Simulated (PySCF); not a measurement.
System: H₂N, quartet: collinear N-H-H surface. Scanned: N-H distance and H-H distance.

Method: unrestricted r2SCAN/aug-cc-pVDZ (PySCF 2.14.0).

Energy in kJ/mol above the lowest grid point; x is the N-H distance (Å), y the H-H distance (Å).

```
y \ x   0.88   0.96   1.04   1.12   1.22   1.32   1.44   1.56   1.72   1.92   2.18   2.55   3.02
-----  -----  -----  -----  -----  -----  -----  -----  -----  -----  -----  -----  -----  -----
2.15   163.9  106.9   89.7   96.3  123.3  160.5  209.1  255.2  305.1  346.5  376.1  393.7  401.2
1.81   164.7  106.2   87.2   91.8  115.9  149.6  193.2  233.9  277.7  314.0  339.4  354.4  360.7
1.55   168.3  106.8   84.5   85.6  104.7  132.9  169.3  202.5  237.5  266.3  286.2  297.5  302.2
1.37   175.1  109.9   83.6   80.3   93.4  115.1  143.2  168.2  193.6  213.2  225.1  230.3  232.0
1.22   186.8  116.8   85.4   76.4   82.0   95.6  114.0  129.9  145.2  155.8  160.7  162.5  163.2
1.11   201.8  126.8   90.0   75.3   73.4   79.4   89.2   97.8  105.6  110.2  111.5  111.6  111.9
1.02   220.5  140.2   97.7   77.2   67.8   66.7   68.9   71.4   73.5   73.8   72.5   71.5   71.5
0.94   244.4  158.2  109.7   82.9   66.0   58.1   53.4   50.7   47.9   44.7   41.5   39.6   39.3
0.87   273.3  181.1  126.4   93.6   69.5   55.3   44.5   37.3   30.6   24.5   19.7   17.1   16.6
0.80   312.8  213.8  152.2  112.7   81.0   60.3   43.5   31.9   21.2   12.5    6.2    2.9    2.2
0.74   358.7  253.1  184.9  139.2  100.7   74.4   52.4   37.1   23.2   12.3    4.8    0.9    0.0
0.68   419.9  307.1  231.9  179.7  134.1  102.1   75.0   56.1   39.0   26.0   17.4   13.0   11.8
0.63   487.0  367.8  286.5  228.6  177.0  140.3  109.0   87.0   67.3   52.5   43.0   38.2   36.9
```

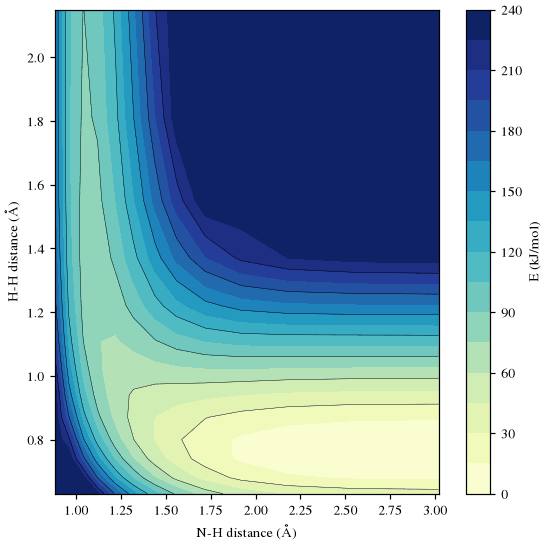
Figure. Energy surface, cut off at 237 kJ/mol.

Points that lie below all their neighbours on the grid: x = 3.02, y = 0.74 on the edge of the grid (0.0 kJ/mol).
